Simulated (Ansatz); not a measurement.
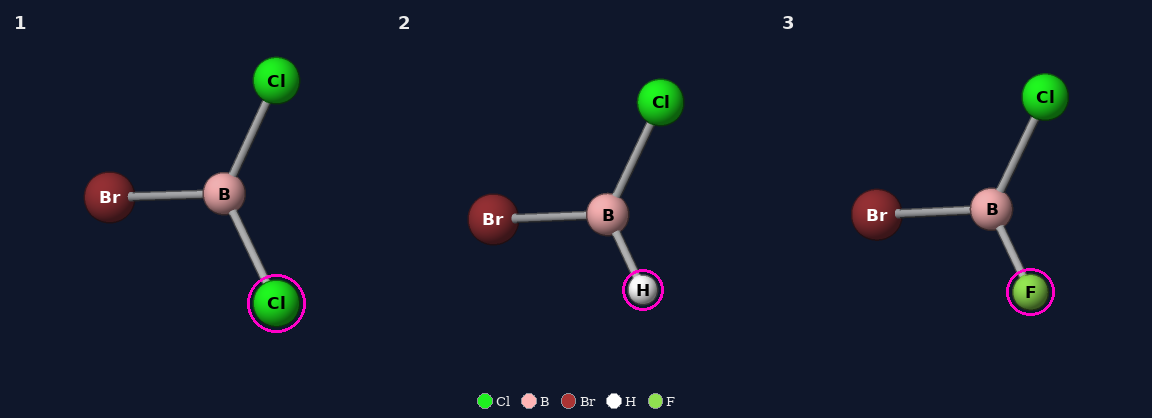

3 molecules with one skeleton, seen from the same side and at one scale; the atom that differs is circled. Each species is neutral and a spin singlet. Computed geometries: PBE0-D4/def2-TZVP optimisations, one conformation each. Properties computed with Ansatz 0.2.0.

One atom differs, called X below: Cl in panel 1, H in panel 2, F in panel 3. Their formulas are BBrCl2 (`ClB(Cl)Br`), BBrClH (`ClBBr`), BBrClF (`FB(Cl)Br`).

Rank them by the HOMO–LUMO gap, lowest first (revPBE-D4/def2-TZVPP).

Answer. 2 (H), 1 (Cl), 3 (F).

Rank them by the length of X–B, lowest first (PBE0-D4/def2-TZVP).

Answer. 2 (H), 3 (F), 1 (Cl).

Give the values. With PBE0-D4/def2-TZVP: length of X–B (Å), angle X–B–Br (°). With revPBE-D4/def2-TZVPP: HOMO energy (Kohn–Sham orbital) (eV), HOMO–LUMO gap (eV). With r2SCAN-D4/def2-TZVPP: dipole moment (D).

| quantity | 1 (Cl) | 2 (H) | 3 (F) |
| --- | --- | --- | --- |
| length of X–B (Å) | 1.735 | 1.186 | 1.309 |
| angle X–B–Br (°) | 119.9 | 119.0 | 119.0 |
| HOMO energy (Kohn–Sham orbital) (eV) | −7.26 | −7.30 | −7.45 |
| HOMO–LUMO gap (eV) | 4.64 | 4.58 | 5.42 |
| dipole moment (D) | 0.06 | 0.39 | 0.26 |
